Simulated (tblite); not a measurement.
C3H2F2O2: frequency calculation

The run: frequency calculation of C3H2F2O2, SMILES O=C(O)C=C(F)F. Method and program: GFN2-xTB harmonic vibrations, gas phase (tblite 0.8.0).

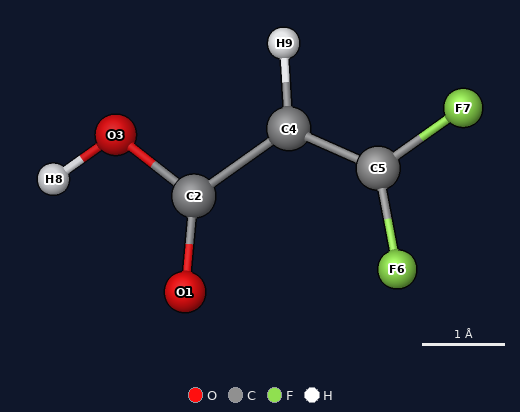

The structure (ball-and-stick view, seen at a tilt; atoms are numbered from 1 in the order of the input). Bond lengths as drawn: C–C 1.33 to 1.48 Å, C–F 1.31 to 1.32 Å, C–H 1.08 Å, C–O 1.20 to 1.34 Å and H–O 0.97 Å.

**Results in brief**

- outcome: converged
- total energy: −680.7494 eV
- zero-point energy: 31.0580 kcal/mol
- hardware: 1 CPU thread, shared host
- peak memory: 0.18 GiB

**Input file**
```
{"job": {"kind": "ir", "xc": "GFN2-xTB", "basis": "xTB"}, "charge": 0, "multiplicity": 1}
O      1.116714    -1.397769     0.155186
C      0.924158    -0.231837    -0.054294
O      1.905572     0.637055    -0.327472
C     -0.382734     0.453784    -0.052855
C     -1.529943    -0.164704     0.191265
F     -1.700077    -1.434571     0.461623
F     -2.700448     0.448437     0.192157
H      2.764257     0.185479    -0.328150
H     -0.383938     1.510120    -0.262640
```

The first line tells a small driver script what to run in tblite; the rest is the geometry in Å.

Launch command:
```bash
OMP_NUM_THREADS=1 python <driver script> task.json out
```

**What the program printed**
```
mode    cm-1     km/mol
  1      54.4      0.76
  2     135.1      0.13
  3     172.8      0.54
  4     347.3      2.99
  5     377.3      0.40
  6     524.7     34.37
  7     548.5     43.15
  8     606.2    102.09
  9     653.7     54.95
 10     704.5    108.18
 11     828.0     60.19
 12     900.1     98.75
 13     996.5     30.91
 14    1089.7    327.07
 15    1165.1    158.99
 16    1227.5    128.25
 17    1297.7    159.99
 18    1722.6    463.71
 19    1788.1    488.24
 20    3131.1      3.55
 21    3454.1     51.74
```

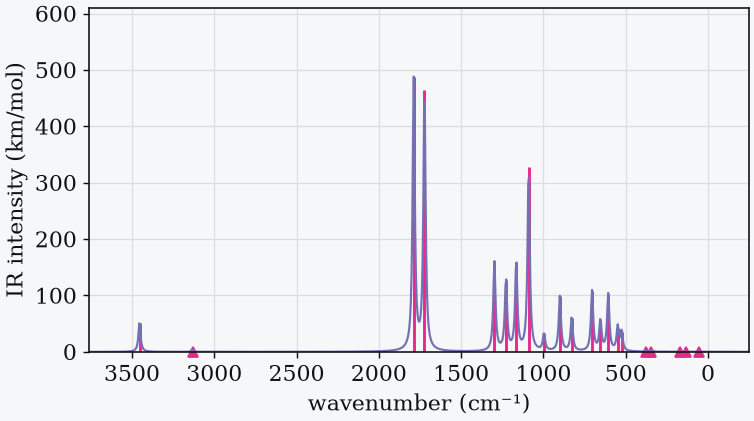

Harmonic infrared spectrum, unscaled: sticks (degenerate modes added up, dark ones marked on the axis) with a Lorentzian envelope of 16 cm⁻¹ full width, scaled to the tallest stick. 21 modes from 54 to 3454 cm⁻¹, none imaginary. The strongest line is at 1788 cm⁻¹ (488 km/mol).
